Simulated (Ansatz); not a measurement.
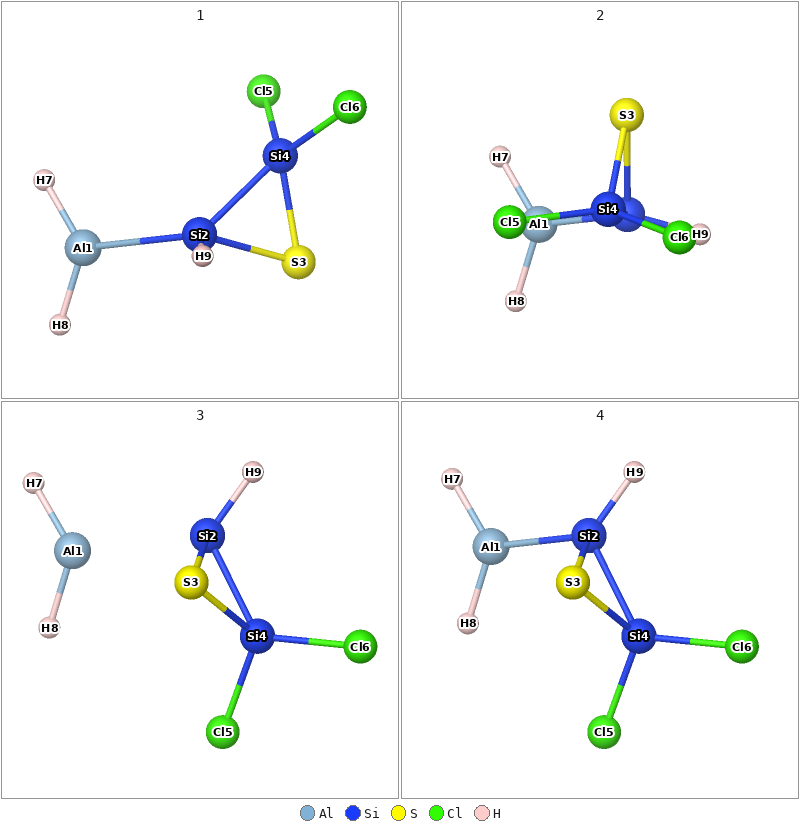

AlCl₂H₃SSi₂, SMILES [AlH2][SiH]1S[Si]1(Cl)Cl. Coordinates scanned: (1) bond length Al1–Si2; (2) dihedral H7–Al1–Si2–Si4. Nothing is relaxed (all other coordinates rigid). The scan uses a 7 × 8 grid. Points are written as (first, second). All energies are given in kJ/mol relative to the lowest grid point. Level of theory: RKS PBE0-D4/def2-SVP (Ansatz 0.2.0).

The numbered pictures are structures from this grid.

Q: Rank them by energy, lowest first.

A: 4, at (2.314 Å, −180°): 8 kJ/mol; 1, at (2.752 Å, −45°): 29 kJ/mol; 2, at (2.094 Å, 90°): 73 kJ/mol; 3, at (3.190 Å, −180°): 104 kJ/mol.

The map, with the structures marked:

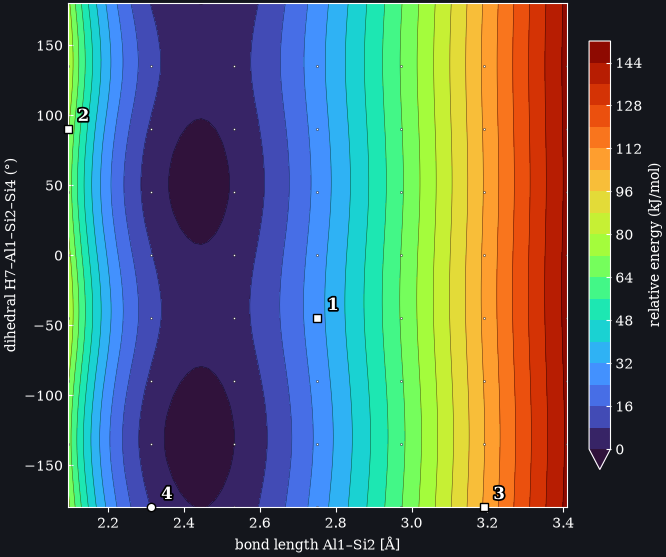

The picture shows filled contours, dots at the grid points. Between grid points the surface is interpolated.
